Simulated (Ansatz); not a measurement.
Consider Cu₃N (space group Pm-3m, No. 221; a = 3.721 Å).

Now apply this change: the cell is scaled by 1.0240 in all directions, atoms relaxed at fixed cell.

Calculations: LDA (Ansatz, a program for electronic structure, PAW, scalar-relativistic without spin-orbit coupling).

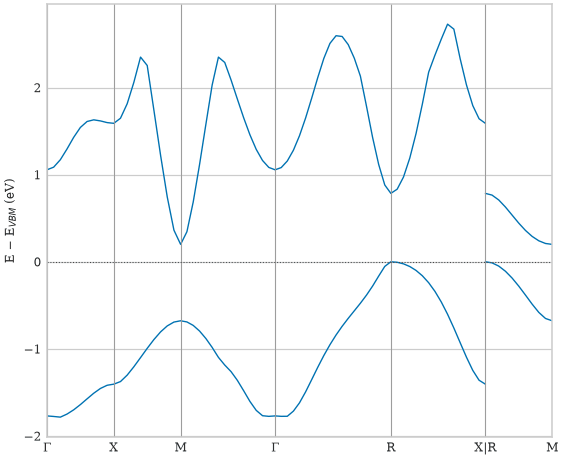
Figure: Highest valence and lowest conduction band along the path of the changed cell's own zone

The gap is 0.20 eV, indirect, R → M; the base has zero.

The cells carry an imposed strain or load. Stability against distortions was not tested. The final runs are not spin-polarised. A zero or small gap of Cu3N can be the functional's error rather than a property of the material.
